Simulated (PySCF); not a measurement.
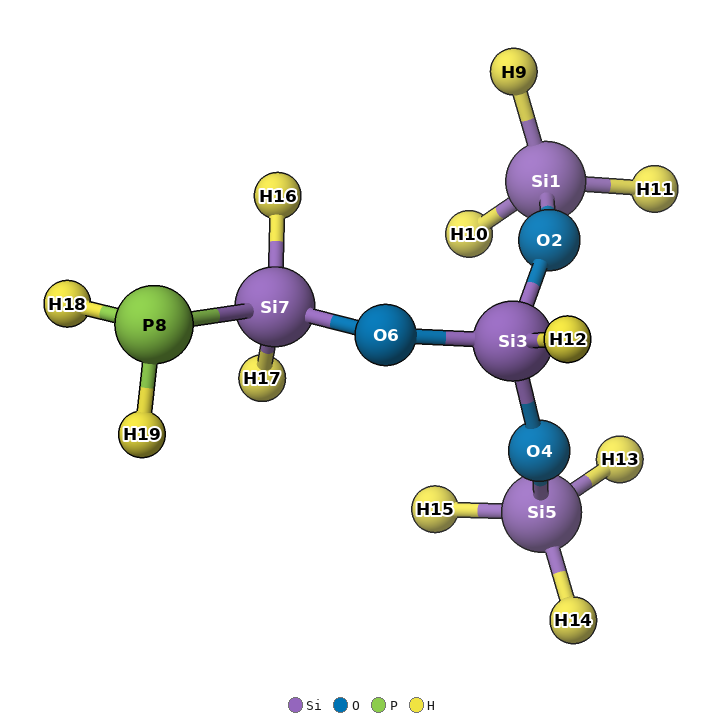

Computed geometry: GFN2-xTB optimisation. No frequency run is at hand to confirm it as a minimum. Electric field gradients from the ground-state density, PBE0/pcSseg-1 (PySCF 2.14.0), non-relativistic apart from any core potentials.

Give the largest field-gradient component, the quadrupole coupling constant and the asymmetry for 17O at O2 (Q = −25.6 mb), 17O at O4 (Q = −25.6 mb), 17O at O6 (Q = −25.6 mb).

```csv
atom,V_zz (a.u.),e²qQ/h (MHz),η
O2,1.009,−6.07,0.24
O4,1.006,−6.05,0.18
O6,0.970,−5.84,0.27
```

The geometry is semi-empirical. Around P, Si such bond lengths and angles can be off by a tenth of an ångström or more and by several degrees, and values that hang on the shape move with them.
